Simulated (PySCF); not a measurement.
C₈H₆O, SMILES c1ccc2occc2c1 at its GFN2-xTB optimised geometry (Å):

```
15

C      2.2119    -0.0953     0.0000
C      1.7145    -1.4002     0.0000
C      0.3581    -1.6556     0.0000
C     -0.4894    -0.5585     0.0000
O     -1.8432    -0.5585     0.0000
C     -2.2241     0.7405     0.0000
C     -1.1714     1.5900     0.0000
C     -0.0038     0.7653     0.0000
C      1.3702     0.9952     0.0000
H      3.2812     0.0559     0.0000
H      2.4085    -2.2272     0.0000
H     -0.0339    -2.6601     0.0000
H     -3.2812     0.9250     0.0000
H     -1.2063     2.6601     0.0000
H      1.7579     2.0026     0.0000
```

Level of theory: CAM-B3LYP/def2-TZVP in PySCF 2.14.0.

Map of the log10 of the electron density (e/bohr³), floored at −4 on the plane z = 0.8 Å:

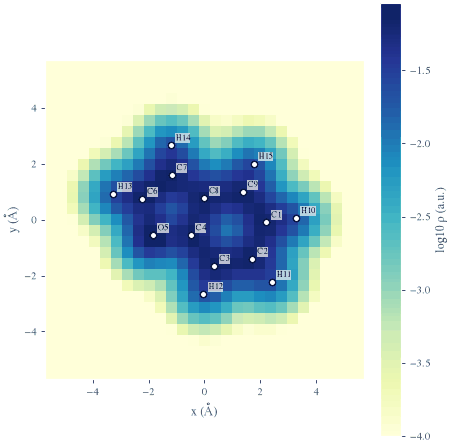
Figure. Log10 of the electron density (e/bohr³), floored at −4 on the plane z = 0.8 Å.
